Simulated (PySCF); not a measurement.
**H2S2: a first try and a second**

Aim: energy and gradient of H2S2 at HF/LANL08 (density fitting, core potential, SS(V)PE water, max memory mb 1860).

Program for the calculation: PySCF 2.14.0.

## 1. The molecule

H2S2 has 4 atoms, charge 0, and is taken as a singlet. Geometry: relaxed at GFN2-xTB.

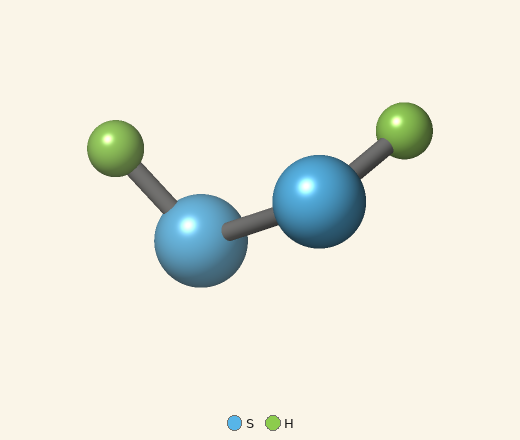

Viewed from a chosen angle; sulfur blue, hydrogen green.

## 2. The input as first written

job.py

```python
from pyscf import gto, scf, solvent

mol = gto.M(
    atom='''
S     -0.427380    -0.511820    -0.893940
S     -0.422510     0.717510     0.740680
H      0.706880    -0.077850    -1.459730
H      0.143010    -0.127830     1.612990
''',
    charge=0,
    basis={'default': 'lanl08', 'H': '6-311g**'},
    verbose=4,
    max_memory=1860,
    ecp={'S': 'lanl08'},
)

myscf = scf.RHF(mol)
myscf = myscf.density_fit()
myscf = myscf.PCM()
myscf.with_solvent.method = 'SS(V)PE'
myscf.with_solvent.eps = 78.3553
myscf.max_cycle = 6
myscf.kernel()

e_tot = myscf.e_tot
print(f'total energy: {e_tot:.8f} hartree')
grad = myscf.nuc_grad_method().kernel()
dip = myscf.dip_moment()
pop, q = myscf.mulliken_pop()
```

Command:

```bash
$ OMP_NUM_THREADS=1 python job.py
```

Log:

```text
PySCF version 2.14.0

[INPUT] num. atoms = 4
[INPUT] num. electrons = 14
[INPUT] charge = 0
[INPUT] spin (= nelec alpha-beta = 2S) = 0
[INPUT] symmetry False subgroup None
[INPUT] Mole.unit = angstrom
[INPUT] Symbol           X                Y                Z      unit          X                Y                Z       unit  Magmom
[INPUT]  1 S     -0.427380000000  -0.511820000000  -0.893940000000 AA   -0.807631151117  -0.967199625075  -1.689301771794 Bohr   0.0
[INPUT]  2 S     -0.422510000000   0.717510000000   0.740680000000 AA   -0.798428184890   1.355897391637   1.399682345943 Bohr   0.0
[INPUT]  3 H      0.706880000000  -0.077850000000  -1.459730000000 AA    1.335809602933  -0.147115178797  -2.758489915811 Bohr   0.0
[INPUT]  4 H      0.143010000000  -0.127830000000   1.612990000000 AA    0.270249733074  -0.241563690503   3.048109341662 Bohr   0.0

[... 40 lines left out ...]
WARN: Even tempered Gaussians are generated as DF auxbasis for  S
[... 6 lines left out ...]
Solvent Energy = -0.0128895191690896
[... 7 lines left out ...]
Solvent Energy = -0.00943033611371609
[... 7 lines left out ...]
Solvent Energy = -0.0092942263209785
[... 5 lines left out ...]
SCF not converged.
[... 1 line left out ...]
total energy: -20.92697888 hartree
[... 1 line left out ...]
WARN: Ground state PCMDFRHF not converged
[... 10 lines left out ...]
Dipole moment(X, Y, Z, Debye):  2.28866, -0.55579,  0.41101
[... 41 lines left out ...]
charge of    3H =      0.04966
```

Wall time 1.7 s (1 thread of Arm Neoverse V2, shared host); peak memory 0.24 GiB.

## 3. Diagnosis

The iterations ended before the threshold was met.

The log says `WARN: Ground state PCMDFRHF not converged`. What is wrong: the iteration cap is too low for convergence. To mend it: SCF iteration cap at its default in place of 6.

## 4. Second attempt

run.py

```python
import pyscf.grad
from pyscf import gto, solvent

system = gto.M(
    atom='''
S   -0.427380  -0.511820  -0.893940
S   -0.422510   0.717510   0.740680
H    0.706880  -0.077850  -1.459730
H    0.143010  -0.127830   1.612990
''',
    verbose=4,
    max_memory=1860,
    basis={'default': 'lanl08', 'H': '6-311g**'},
    ecp={'S': 'lanl08'},
)

calc0 = system.RHF()
calc0 = calc0.density_fit()
calc0 = calc0.PCM()
calc0.with_solvent.method = 'SS(V)PE'
calc0.with_solvent.eps = 78.3553
calc0.kernel()

e_final = calc0.e_tot
print(f'total energy: {e_final:.8f} hartree')
grad = calc0.Gradients().kernel()
dip = calc0.dip_moment()
pop, q = calc0.mulliken_pop()
```

Command:

```bash
$ OMP_NUM_THREADS=1 python run.py
```

Log:

```text
PySCF version 2.14.0

[INPUT] num. atoms = 4
[INPUT] num. electrons = 14
[INPUT] charge = 0
[INPUT] spin (= nelec alpha-beta = 2S) = 0
[INPUT] symmetry False subgroup None
[INPUT] Mole.unit = angstrom
[INPUT] Symbol           X                Y                Z      unit          X                Y                Z       unit  Magmom
[INPUT]  1 S     -0.427380000000  -0.511820000000  -0.893940000000 AA   -0.807631151117  -0.967199625075  -1.689301771794 Bohr   0.0
[INPUT]  2 S     -0.422510000000   0.717510000000   0.740680000000 AA   -0.798428184890   1.355897391637   1.399682345943 Bohr   0.0
[INPUT]  3 H      0.706880000000  -0.077850000000  -1.459730000000 AA    1.335809602933  -0.147115178797  -2.758489915811 Bohr   0.0
[INPUT]  4 H      0.143010000000  -0.127830000000   1.612990000000 AA    0.270249733074  -0.241563690503   3.048109341662 Bohr   0.0

[... 40 lines left out ...]
WARN: Even tempered Gaussians are generated as DF auxbasis for  S
[... 6 lines left out ...]
Solvent Energy = -0.0128895191690896
[... 7 lines left out ...]
Solvent Energy = -0.00943033611371609
[... 7 lines left out ...]
Solvent Energy = -0.0092942263209785
[... 7 lines left out ...]
Solvent Energy = -0.00928414058343652
[... 7 lines left out ...]
Solvent Energy = -0.0092843558018264
[... 5 lines left out ...]
converged SCF energy = -20.926978915379
[... 11 lines left out ...]
Dipole moment(X, Y, Z, Debye):  2.28834, -0.55571,  0.41095
[... 41 lines left out ...]
charge of    3H =      0.04964
```

Run time: 2 s. Hardware: 1 thread of Arm Neoverse V2, shared host; peak memory 0.24 GiB.

## 5. Outcome

Level: HF/LANL08 (density fitting, core potential, SS(V)PE water, max memory mb 1860).

```
                  quantity         value
              total energy  -20.92698 Eh
             dipole moment        2.39 D
               HOMO energy     -10.46 eV
               LUMO energy       2.78 eV
             HOMO–LUMO gap      13.24 eV
solvent term in the energy  -24.4 kJ/mol
  largest force on an atom    3.668 eV/Å
```

The largest force is 3.67 eV/Å: the shape isn't a stationary point for this species at this level.
